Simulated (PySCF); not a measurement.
# C6H5F: excited-state relaxation

Wanted: excited-state relaxation for C6H5F (`Fc1ccccc1`).

Computed with PySCF 2.14.0 and routines of our own; the level stands in each step. Atoms count from 0.

### Step 1. The system as given

12 atoms, charge 0, multiplicity 1; geometry from: GFN2-xTB.

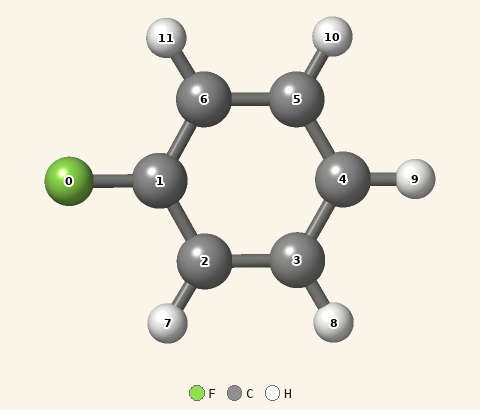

The starting geometry (fluorine green, carbon grey, hydrogen white).

### Step 2. Optimising the geometry at PBE0/6-31+G*

The job: settings as JSON, then the geometry in Å.

```
{"job": {"xc": "PBE0", "basis": "6-31+G*", "grid": 1, "kind": "geom"}, "charge": 0, "multiplicity": 1}
F     -2.255213    -1.465224     0.011692
C     -1.122564    -0.729488     0.004484
C      0.097591    -1.379539    -0.019046
C      1.252996    -0.617615    -0.026258
C      1.178173     0.765381    -0.009484
C     -0.054904     1.395957     0.014139
C     -1.220560     0.649697     0.020793
H      0.130888    -2.457517    -0.030474
H      2.214578    -1.107869    -0.044809
H      2.083462     1.353298    -0.013799
H     -0.111310     2.473986     0.027126
H     -2.191939     1.118246     0.039608
```

Started as:

```
$ OMP_NUM_THREADS=1 python excited_run.py task.json out
```

One launch serves the whole session: the jobs run in the order shown.

Output:

```text
step   0  E = -331.12199410  max force = 0.005693
step   1  E = -331.12259928  max force = 0.001055
step   2  E = -331.12259866  max force = 0.000571
step   3  E = -331.12260018  max force = 0.000247
optimisation converged
```

Wall time 29 s (1 thread of Arm Neoverse N1, shared host); peak memory 0.53 GiB.

Step by step:

```csv
step,energy from step 0 (eV),largest force component (eV/Å)
0,0.0000,0.2927
1,-0.0165,0.0543
2,-0.0165,0.0294
3,-0.0165,0.0127
```

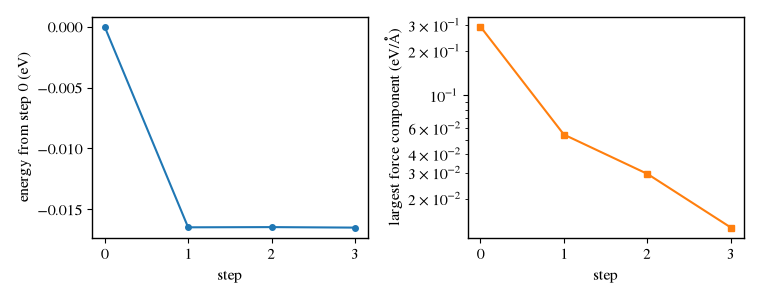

Energy and force, step by step.

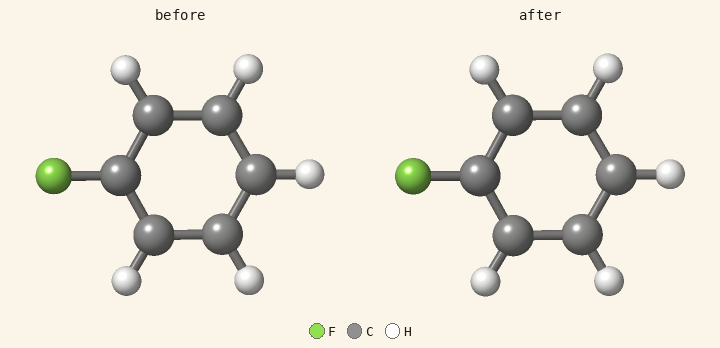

Before and after, at one scale.

Close pairs (by a distance rule), those that changed most:

```csv
bond,before (Å),after (Å),change (Å)
C2–C3,1.384,1.394,+0.010
C5–C6,1.384,1.394,+0.010
C3–C4,1.385,1.395,+0.010
C4–C5,1.385,1.395,+0.010
C3–H8,1.080,1.087,+0.007
C5–H10,1.080,1.087,+0.007
C2–H7,1.079,1.086,+0.007
C4–H9,1.079,1.086,+0.007
```

The end geometry stands in the next job.

```csv
at the end point,value
point group (found at 0.08 Å tolerance),C2v
"rotational constants (GHz, main isotopes)","5.678, 2.567, 1.768"
dipole moment (D),1.66
```

### Step 3. Excited-state relaxation: TDA PBE0/6-31+G*

The job: settings as JSON, then the geometry in Å.

```
{"job": {"kind": "xopt", "state": "S1", "method": "TDA", "freq": false, "xc": "PBE0", "basis": "6-31+G*", "grid": 1}, "charge": 0, "multiplicity": 1}
F     -2.251924    -1.450907     0.009190
C     -1.120900    -0.714993    -0.000806
C      0.101863    -1.369810    -0.026509
C      1.265649    -0.601735    -0.036251
C      1.193880     0.791146    -0.020440
C     -0.050310     1.421100     0.004993
C     -1.224062     0.668336     0.015086
H      0.131600    -2.454940    -0.038401
H      2.232260    -1.098127    -0.056105
H      2.104511     1.383673    -0.027890
H     -0.112207     2.506076     0.017286
H     -2.203822     1.135451     0.034778
```

Level: TDA PBE0/6-31+G* excited-state geometry optimisation, gas phase.

Output:

```text
final grid: 48744 points
cycle   1  E = -331.0775086973  dE =  1.174e+00  |g| = 4.508e-01  |ddm| = 9.237e+00
cycle   2  E = -331.0556356563  dE =  2.187e-02  |g| = 5.735e-01  |ddm| = 1.707e+00
cycle   3  E = -331.1207010910  dE = -6.507e-02  |g| = 8.219e-02  |ddm| = 7.198e-01
cycle   4  E = -331.1223034240  dE = -1.602e-03  |g| = 3.241e-02  |ddm| = 2.868e-01
cycle   5  E = -331.1225812390  dE = -2.778e-04  |g| = 8.776e-03  |ddm| = 7.226e-02
cycle   6  E = -331.1225986429  dE = -1.740e-05  |g| = 2.476e-03  |ddm| = 1.584e-02
cycle   7  E = -331.1226001024  dE = -1.459e-06  |g| = 5.922e-04  |ddm| = 4.797e-03
cycle   8  E = -331.1226001773  dE = -7.494e-08  |g| = 1.035e-04  |ddm| = 9.673e-04
cycle   9  E = -331.1226001798  dE = -2.455e-09  |g| = 1.451e-05  |ddm| = 2.462e-04
cycle  10  E = -331.1226001798  dE = -3.956e-11  |g| = 7.458e-06  |ddm| = 4.002e-05
converged SCF energy = -331.1226001798

vertical S1 at the ground-state geometry: 5.4980 eV
step    E(state)/Eh    max force   excitation/eV  root
  0    -330.91967541   0.039680     5.4701      1
  1    -330.92529293   0.002816     5.2460      1
  2    -330.92534554   0.001262     5.2295      1
  3    -330.92534785   0.001219     5.2316      1
  4    -330.92536426   0.000673     5.2332      1
  5    -330.92536637   0.000689     5.2345      1
  6    -330.92536846   0.000178     5.2334      1
optimisation converged
vertical emission 5.2334 eV, adiabatic 5.3669 eV, Stokes shift 0.2646 eV, reorganisation 0.1311 (excited) and 0.1335 eV (ground)
```

Wall time 1.7 min (1 thread of Arm Neoverse N1, shared host); peak memory 0.75 GiB.

From this job:

```csv
quantity,value
"vertical absorption, S1",5.50 eV
"adiabatic energy, S1",5.37 eV
"vertical emission, S1",5.23 eV
"Stokes shift, S1",0.26 eV
"geometry moved (RMSD), S1",0.031 Å
```

Bonds of the start that changed most:

```csv
bond,start (Å),end (Å)
C3–C4,1.395,1.424
C4–C5,1.395,1.424
C1–C2,1.387,1.416
C6–C1,1.387,1.416
C2–C3,1.394,1.423
C5–C6,1.394,1.423
```

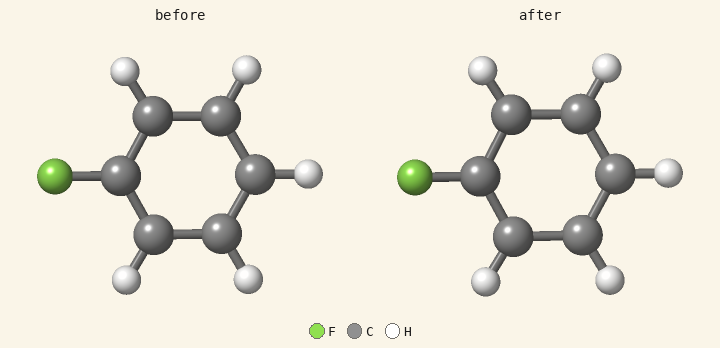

Before and after.

### Step 4. Excited-state relaxation: UKS PBE0/6-31+G*

Settings changed since step 3:

```diff
@@ -1,2 +1,2 @@
-{"job": {"kind": "xopt", "state": "S1", "method": "TDA", "freq": false, "xc": "PBE0", "basis": "6-31+G*", "grid": 1}, "charge": 0, "multiplicity": 1}
+{"job": {"kind": "xopt", "state": "T1", "method": "UKS", "freq": false, "xc": "PBE0", "basis": "6-31+G*", "grid": 1}, "charge": 0, "multiplicity": 1}
 F     -2.251924    -1.450907     0.009190
```

With the program's defaults for keys left out, this is: UKS PBE0/6-31+G* excited-state geometry optimisation, gas phase.

Output:

```text
final grid: 48744 points
cycle   1  E = -331.0775086973  dE =  1.174e+00  |g| = 4.508e-01  |ddm| = 9.237e+00
cycle   2  E = -331.0556356563  dE =  2.187e-02  |g| = 5.735e-01  |ddm| = 1.707e+00
cycle   3  E = -331.1207010910  dE = -6.507e-02  |g| = 8.219e-02  |ddm| = 7.198e-01
cycle   4  E = -331.1223034240  dE = -1.602e-03  |g| = 3.241e-02  |ddm| = 2.868e-01
cycle   5  E = -331.1225812390  dE = -2.778e-04  |g| = 8.776e-03  |ddm| = 7.226e-02
cycle   6  E = -331.1225986429  dE = -1.740e-05  |g| = 2.476e-03  |ddm| = 1.584e-02
cycle   7  E = -331.1226001024  dE = -1.459e-06  |g| = 5.922e-04  |ddm| = 4.797e-03
cycle   8  E = -331.1226001773  dE = -7.494e-08  |g| = 1.035e-04  |ddm| = 9.673e-04
cycle   9  E = -331.1226001798  dE = -2.455e-09  |g| = 1.451e-05  |ddm| = 2.462e-04
cycle  10  E = -331.1226001798  dE = -3.956e-11  |g| = 7.458e-06  |ddm| = 4.002e-05
converged SCF energy = -331.1226001798

vertical T1 at the ground-state geometry: 4.4201 eV
step    E(state)/Eh    max force   <S^2>
  0    -330.95727837   0.100751    2.0062
  1    -330.97248375   0.032523    2.0071
  2    -330.97866236   0.018429    2.0076
  3    -330.98002235   0.019032    2.0072
  4    -330.98133842   0.006628    2.0078
  5    -330.98176995   0.006027    2.0084
  6    -330.98294283   0.007547    2.0097
  7    -330.97887253   0.043367    2.0288
  8    -330.98568058   0.015330    2.0207
  9    -330.98688040   0.013743    2.0236
 10    -330.99000465   0.006023    2.0342
 11    -330.99177378   0.009694    2.0466
 12    -330.99245086   0.003792    2.0449
 13    -330.99261375   0.002116    2.0460
 14    -330.99266140   0.001328    2.0462
 15    -330.99267067   0.000652    2.0464
 16    -330.99267322   0.000412    2.0464
optimisation converged
vertical emission 0.9738 eV, adiabatic 3.5355 eV, Stokes shift 3.4463 eV, reorganisation 0.8846 (excited) and 2.5617 eV (ground)
```

Wall time 4.6 min (1 thread of Arm Neoverse N1, shared host); peak memory 0.66 GiB.

Key values:

```csv
quantity,value
"vertical gap at the ground-state geometry, T1",4.42 eV
"adiabatic energy, T1",3.54 eV
"vertical gap at the relaxed geometry, T1",0.97 eV
"difference of the two gaps, T1",3.45 eV
"geometry moved (RMSD), T1",0.501 Å
```

Bonds of the start that changed most:

```csv
bond,start (Å),end (Å)
C6–C1,1.387,1.478
C1–C2,1.387,1.478
F0–C1,1.349,1.383
C4–C5,1.395,1.425
C3–C4,1.395,1.425
C5–C6,1.394,1.365
```

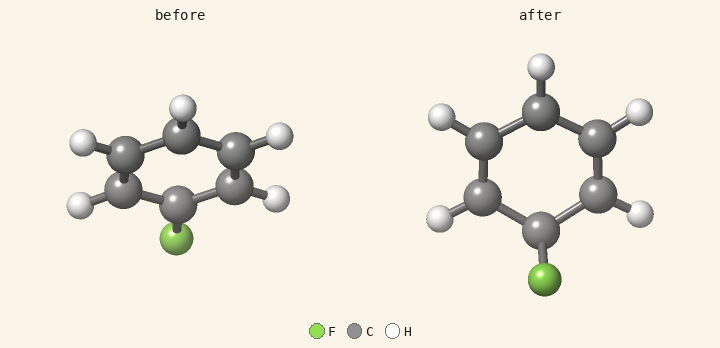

Before and after.

### Step 5. What came out

| quantity | value |
| --- | --- |
| point group | C2v |
| rotational constants (main isotopes) | 5.68, 2.57, 1.77 GHz |
| vertical absorption, S1 (step 3, TDA PBE0/6-31+G*) | 5.50 eV |
| adiabatic energy, S1 (step 3, TDA PBE0/6-31+G*) | 5.37 eV |
| vertical emission, S1 (step 3, TDA PBE0/6-31+G*) | 5.23 eV |
| Stokes shift, S1 (step 3, TDA PBE0/6-31+G*) | 0.26 eV |
| vertical gap at the ground-state geometry, T1 (step 4, UKS PBE0/6-31+G*) | 4.42 eV |
| adiabatic energy, T1 (step 4, UKS PBE0/6-31+G*) | 3.54 eV |
| vertical gap at the relaxed geometry, T1 (step 4, UKS PBE0/6-31+G*) | 0.97 eV |
| difference of the two gaps, T1 (step 4, UKS PBE0/6-31+G*) | 3.45 eV |

What this shows: Over 3 steps the energy fell by 0.016 eV; of the close pairs, C2–C3 changed most, 1.384 to 1.394 Å. Where no frequencies were run, the relaxed excited state may be a saddle. In step 3 (excited-state relaxation), among the bonds C3–C4 changes most, from 1.395 to 1.424 Å. In step 4 the harmonic model is doubtful. In step 4 (excited-state relaxation), among the bonds C6–C1 changes most, from 1.387 to 1.478 Å. The atoms move far more than that, so angles or torsions carry the main change. ΔSCF (UKS) and response values aren't on one footing and may follow different states, so their differences aren't method errors alone, and singlets and triplets from the two don't rank.
